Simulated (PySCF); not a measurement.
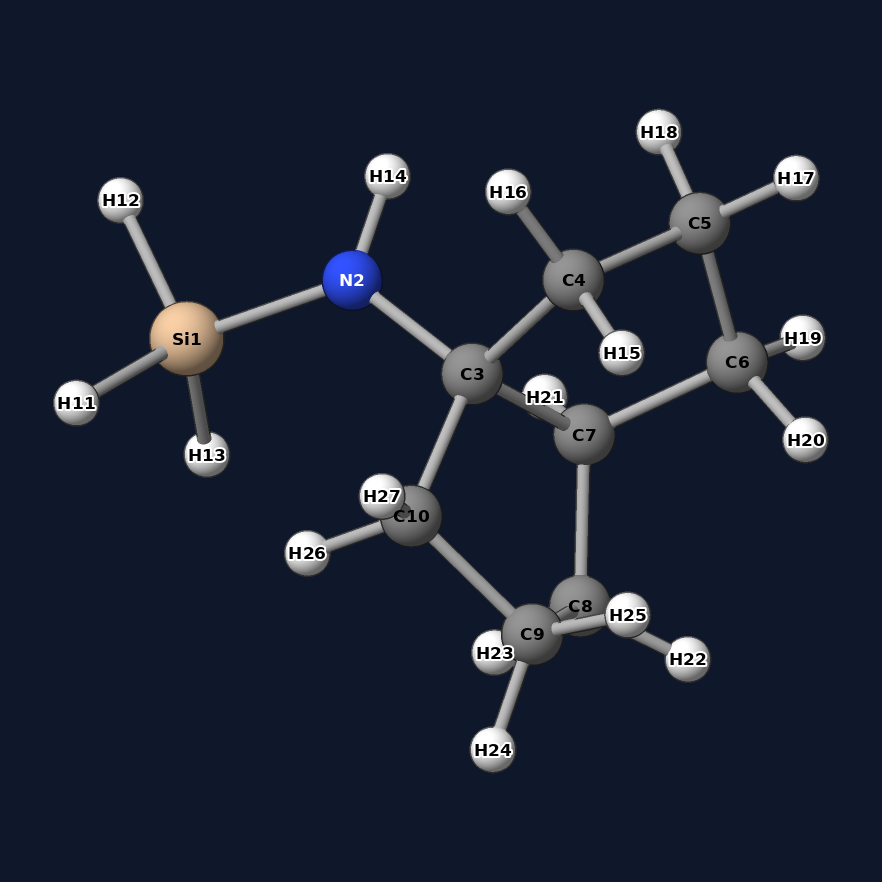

The questions are on isotropic NMR shieldings of the H atoms. The geometry was computed by an optimisation with PBE0-D3(BJ)/def2-SVP. No frequency run is at hand to confirm it as a minimum. Method: GIAO PBE0/pcSseg-1 NMR shielding, non-relativistic, gas phase (PySCF 2.14.0).

Give the isotropic NMR shieldings of the H atoms atom by atom.

| atom | σ (ppm) |
| --- | --- |
| H11 | 26.61 |
| H12 | 26.93 |
| H13 | 26.48 |
| H14 | 30.98 |
| H15 | 29.92 |
| H16 | 29.64 |
| H17 | 29.75 |
| H18 | 29.96 |
| H19 | 29.24 |
| H20 | 30.40 |
| H21 | 29.46 |
| H22 | 29.99 |
| H23 | 29.51 |
| H24 | 29.70 |
| H25 | 29.81 |
| H26 | 29.61 |
| H27 | 29.73 |
